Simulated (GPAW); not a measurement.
A computed O K-edge spectrum of one site in a crystal of O and Ti, with its zero at a photon energy of about 527.3 eV (raw 536.2 eV, less 8.8 eV of added terms; LDA puts this hole about 4 eV below PBE, itself good to a few eV). Method: GPAW, LDA, excited-electron core hole (neutral cell) in a small cell, dipole transitions, broadening that rises with energy.

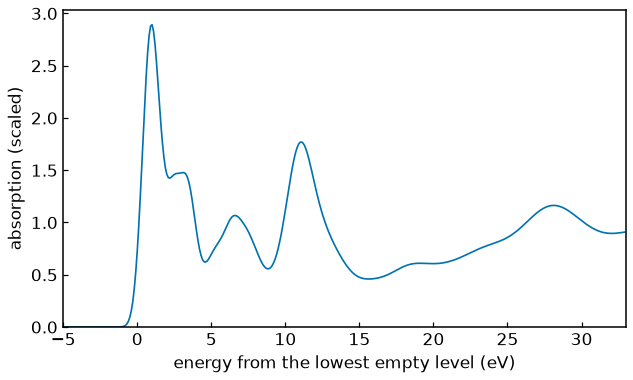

Energy from the lowest empty level; intensity scaled to a mean of 1 over the first 20 eV.

Which coordination does this site have?

A K edge sees empty p states; the first features are O p mixed into the empty d states of the Ti neighbours, and the broad ones above probably into the cations' higher empty bands. It is atom 3 of Ti2O (P-3m1), with 6 Ti at 2.14 Å (octahedral, site symmetry -3m). Its main maxima below 24 eV lie at 1.0 eV (2.89), 6.6 eV (1.07) and 11.1 eV (1.77). A near-edge spectrum doesn't fix the structure by itself; it is matched against candidates. The unit cell's mesh shows no gap over 0.35 eV. That is right for a metallic compound; for a small-gap or correlated insulator it would be the fault of the functional or of the assumed magnetic order, and the hole would be screened too well. The holes are only 5.5 Å apart, so the shape is probably not converged with cell size; no larger cell was run here. The mesh is coarse (0.28 Å⁻¹ between points), so small maxima may be mesh ripples. Lifetime broadening is put in by hand, and intensities beyond about 20 eV depend on it and on the partial waves; weight that the partial waves miss at high energy is lost. The structure is a published determination, not relaxed.

[Hosts, paths, dates, database ids (printed as entryN), source tags and the programs' standing remarks are cut or masked in the printed files.]

[Lists of maxima count a maximum above −3 eV only where it reaches 4 % of the highest in the window and stands out from its surroundings by 2 % of it (1.5 % where it reaches 55 %); shoulders and weaker maxima are passed over, and of the rest the first, up to two pre-edge ones and the few strongest are named.]
